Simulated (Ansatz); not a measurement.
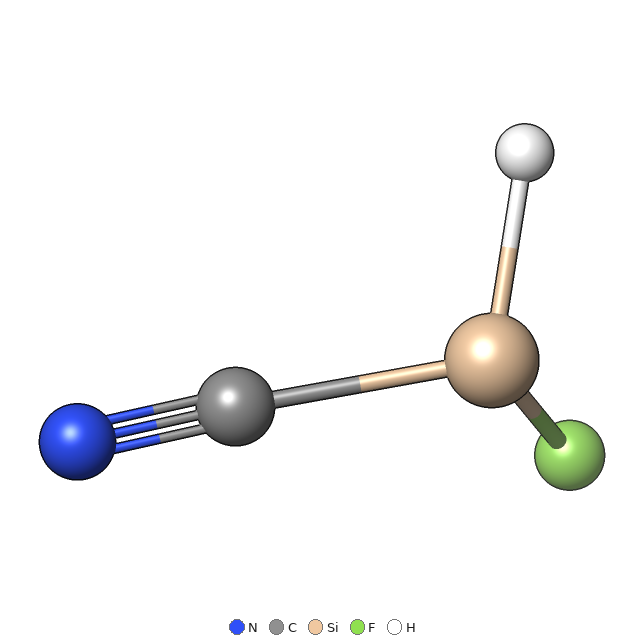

Rendered structure (ball-and-stick style). Double and triple bonds are drawn as two and three sticks.

State: neutral, doublet.

> Count the atoms of each element.

CHFNSi, 5 atoms: 1 carbon, 1 hydrogen, 1 fluorine, 1 nitrogen and 1 silicon.

> What is the point group of this geometry?

C1.

> Name some functional groups or characteristic bonds that it holds.

Among them: nitrile, Si–H bond.

> Count the bonded pairs by element.

1 C–N, 1 C–Si, 1 F–Si, 1 Si–H.

The parts below concern this one geometry. Atoms keep their numbers from picture to picture. Computed geometry: PBE0-D4/def2-TZVP optimisation.

### Geometry

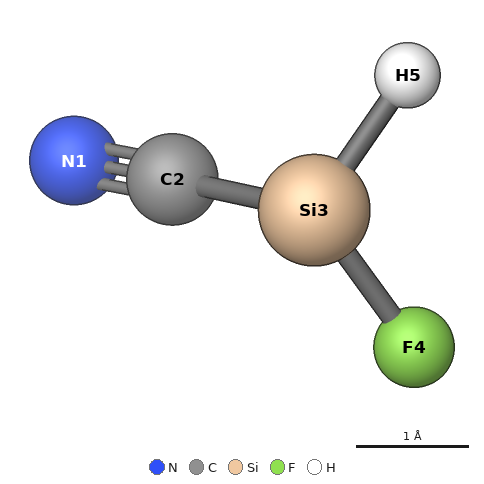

Give these bond angles: N1–C2–Si3, C2–Si3–F4, C2–Si3–H5, F4–Si3–H5.

```
    angle  degrees
N1–C2–Si3    173.9
C2–Si3–F4    108.1
C2–Si3–H5    109.3
F4–Si3–H5    109.8
```

### Dipole moment

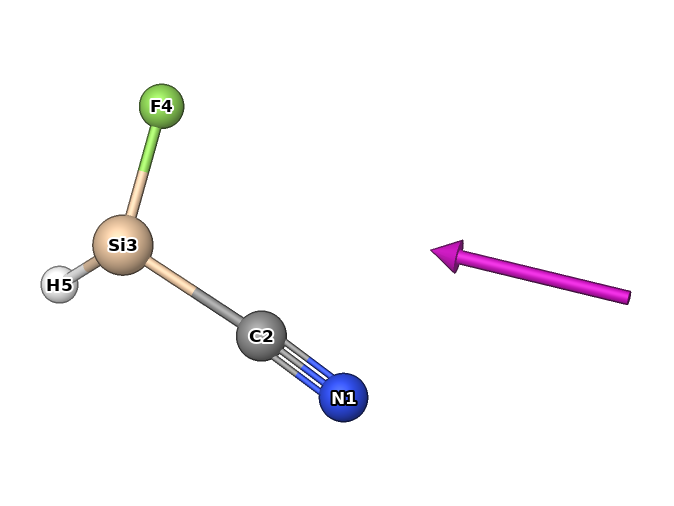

The arrow beside the molecule shows the direction of the dipole moment, from the negative to the positive end (its length means nothing). Level of theory: UKS PBE0-D4/def2-TZVP (Ansatz 0.2.0).

> Estimate the dipole moment.

2.98 D; it points from the side of N1 to the side of H5 (the outermost atoms at the two ends).

### Vibrations

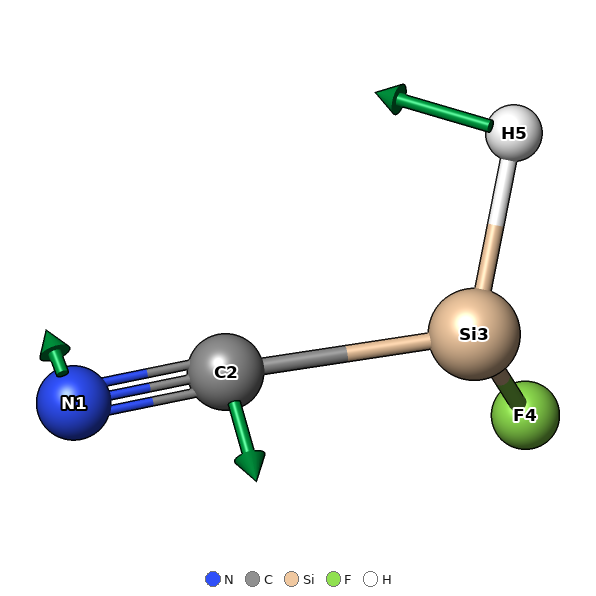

The arrows show one normal mode. Harmonic vibrations computed with UKS PBE0-D4/def2-TZVP (Ansatz 0.2.0) at a stationary point of the same level.

> Estimate its harmonic wavenumber.

260 cm⁻¹; it is mode 2 of 9 counted from the lowest.

### Charges

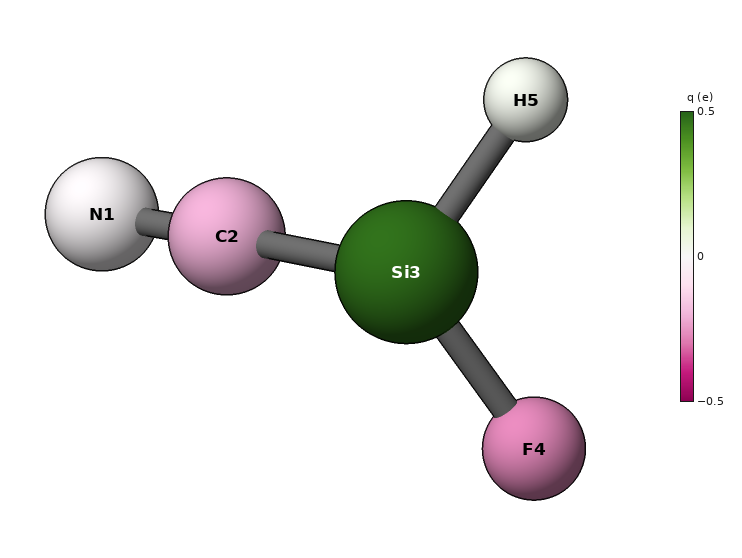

Atoms are coloured by their Mulliken charges. Properties computed with UKS PBE0-D4/def2-TZVP (Ansatz 0.2.0).

Give the Mulliken charges atom by atom.

```csv
atom,value (e)
N1,−0.01
C2,−0.21
Si3,0.47
F4,−0.27
H5,0.02
```

Mulliken values depend strongly on the basis set and can even reverse the polarity of a bond.
